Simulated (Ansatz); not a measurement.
# FHO (SMILES OF) at r2SCAN/STO-3G

Aim: the electronic atomisation energy of FHO at r2SCAN/STO-3G, from 4 runs. 

Program for the calculation: Ansatz 0.2.0.

## Step 1: Starting point

FHO: 3 atoms, total charge 0, spin state singlet. SMILES: `OF`. The shape is that of a GFN2-xTB optimisation.

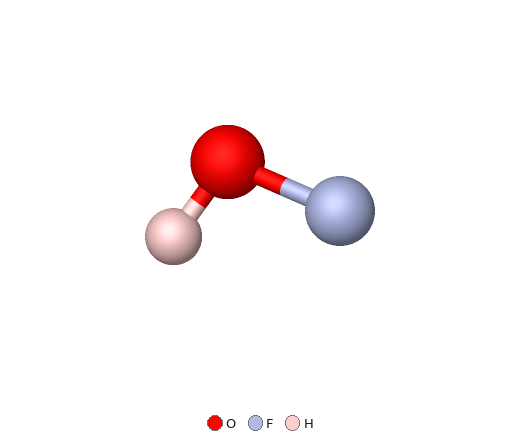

Viewed from a chosen angle; oxygen red, fluorine light blue, hydrogen pink.

## Step 2: The energy at r2SCAN/STO-3G

Contents of input.yaml:

```yaml
crystal:
  periodic: [false, false, false]
  atoms:
    - {symbol: O, position_ang: [0.414430, -0.197140, 0.208800]}
    - {symbol: F, position_ang: [-0.212000, 1.020440, -0.004820]}
    - {symbol: H, position_ang: [-0.202430, -0.823300, -0.203980]}
basis:
  gaussian:
    orbitals: STO-3G
total_charge: 0
hamiltonian:
  xc: {name: r2SCAN}
accuracy: high
```

Run with:

```
$ ansatz run input.yaml --threads 1 --pin off --max-ram 2610MiB --events-out events.jsonl --progress --plain --runs-dir runs
```

Standard output:

```text
Warning: RAYON_NUM_THREADS=1 ignored (pool sized by the plan → 1); use --threads N
Functional definition: r2SCAN
  name "r2SCAN"
  parameter k0 = 0.174
  parameter k1 = 0.065
  parameter a1 = 4.9479
  exchange = r2scan_x(k0 = k0, k1 = k1, a1 = a1)
  correlation = r2scan_c
168 factors; integrals over basis functions are off by at most 3.5e-8 eV
mean field evaluation 1: about -4707.7874 eV, gradient 6.8e0 eV
mean field evaluation 2: about -4707.8868 eV, gradient 5.2e0 eV
mean field evaluation 4: about -4707.9704 eV, gradient 1.7e-1 eV
mean field evaluation 8: about -4707.9215 eV, gradient 1.1e-3 eV
mean field evaluation 16: about -4707.9215 eV, gradient 2.0e-8 eV
mean field -4707.92153672 eV, -173.0129253307 hartree, gradient 2.0e-8 eV, S^2 0.000000; 0 other end points of the search recorded, 0 dependent functions left out
reference -4707.92153692 eV, -173.0129253379 hartree; 9, 9 occupied and 2, 2 virtual orbitals, 168 factors
Total energy: -4707.92153692 eV, -173.0129253379 hartree
```

Run time: 1 s. Hardware: 1 thread of Arm Neoverse V2, shared host; peak memory 0.1 GiB.

## Step 3: The F atom, same level

Contents of input.yaml:

```yaml
crystal:
  periodic: [false, false, false]
  atoms:
    - {symbol: F, position_ang: [0.000000, 0.000000, 0.000000]}
basis:
  gaussian:
    orbitals: STO-3G
total_charge: 0
magnetization:
  spin_polarized: true
  initial_magnetization: 1
hamiltonian:
  xc: r2scan
accuracy: high
```

Run with:

```
$ ansatz run input.yaml --threads 1 --pin off --max-ram 2610MiB --events-out events.jsonl --progress --plain --runs-dir runs
```

Standard output:

```text
Warning: RAYON_NUM_THREADS=1 ignored (pool sized by the plan → 1); use --threads N
[... 7 set-up lines as earlier in the session ...]
15 factors; integrals over basis functions are off by at most 1.2e-9 eV
mean field evaluation 1: about -2673.6189 eV, gradient 3.7e-11 eV
mean field evaluation 2: about -2673.6118 eV, gradient 2.3e-10 eV
mean field -2673.61177762 eV, -98.2534205883 hartree, gradient 0.0e0 eV, S^2 0.750000; 0 other end points of the search recorded, 0 dependent functions left out
reference -2673.61177767 eV, -98.2534205903 hartree; 5, 4 occupied and 0, 1 virtual orbitals, 15 factors
Total energy: -2673.61177767 eV, -98.2534205903 hartree
```

Wall time 0.52 s (1 thread of Arm Neoverse V2, shared host); peak memory 0.092 GiB.

## Step 4: The H atom, same level

Contents of job.yaml:

```yaml
crystal:
  periodic: [false, false, false]
  atoms:
    - {symbol: H, position_ang: [0.000000, 0.000000, 0.000000]}
basis:
  gaussian:
    orbitals: STO-3G
accuracy: high
hamiltonian:
  xc: {name: r2SCAN}
magnetization:
  spin_polarized: true
  initial_magnetization: 1
```

Run the same way, it converges to -0.46646 Eh (log not shown).

## Step 5: The O atom

Contents of job.yaml:

```yaml
crystal:
  periodic: [false, false, false]
  atoms:
    - {symbol: O, position_ang: [0.000000, 0.000000, 0.000000]}
basis:
  gaussian:
    orbitals: STO-3G
total_charge: 0
magnetization:
  spin_polarized: true
  initial_magnetization: 2
hamiltonian:
  xc: {name: r2SCAN}
accuracy: high
```

Run the same way, it converges to -74.01525 Eh (log not shown).

## Step 6: Results

Level: r2SCAN/STO-3G.

| quantity | value |
| --- | --- |
| molecule: total energy | -173.01293 Eh |
| F atom: total energy | -98.25342 Eh |
| F atom: ⟨S²⟩ | 0.750 |
| H atom: total energy | -0.46646 Eh |
| H atom: ⟨S²⟩ | 0.750 |
| O atom: total energy | -74.01525 Eh |
| O atom: ⟨S²⟩ | 2.000 |
| electronic atomisation energy | 7.559 eV |

**Reading.** Taking the molecule apart into free atoms costs 7.56 eV (729 kJ/mol), before zero-point energy and without spin-orbit coupling.
